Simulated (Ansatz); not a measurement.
# CH2BCl: the cost of one run

The runs use Ansatz 0.2.0, Gaussian basis; single points in def2-TZVPP.

Cores are frozen in the correlated methods.

### Step 1. Where the work starts

5 atoms, charge 0, spin multiplicity 1.

Atoms are counted from 1 here; the program's logs count them from 0.

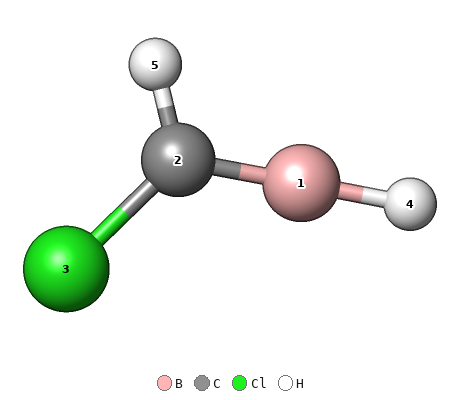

The starting geometry (boron pink, carbon grey, chlorine green, hydrogen white); atoms are numbered from 1 in the order of the file.

Coordinates:

```
B    -0.7501    0.2376   -0.5120
C     0.3298   -0.0347    0.3695
Cl    1.7230   -1.0231   -0.0209
H    -1.6547    0.5422   -1.3140
H     0.1570    0.3116    1.3979
```

### Step 2. PBE-D4/def2-TZVPP

run/in.yaml reads:

```yaml
crystal:
  periodic: [false, false, false]
  atoms:
    - {symbol: B, position_ang: [-0.750105, 0.237639, -0.511973]}
    - {symbol: C, position_ang: [0.329773, -0.034681, 0.369519]}
    - {symbol: Cl, position_ang: [1.722956, -1.023148, -0.020873]}
    - {symbol: H, position_ang: [-1.654733, 0.542216, -1.314037]}
    - {symbol: H, position_ang: [0.156981, 0.311585, 1.397918]}
basis:
  gaussian: {orbitals: def2-TZVPP}
hamiltonian: {xc: pbe, dispersion: d4}
output: {forces: true}
```

Started as:

```sh
> ansatz run in.yaml --threads 2 --pin off --events-out ev --progress --plain --max-ram 3481MiB
```

**Question.** How long does this run take on 2 threads of Arm Neoverse V1, shared host, and how much memory does it need?

About 1.6 s, with a peak of 0.12 GiB.
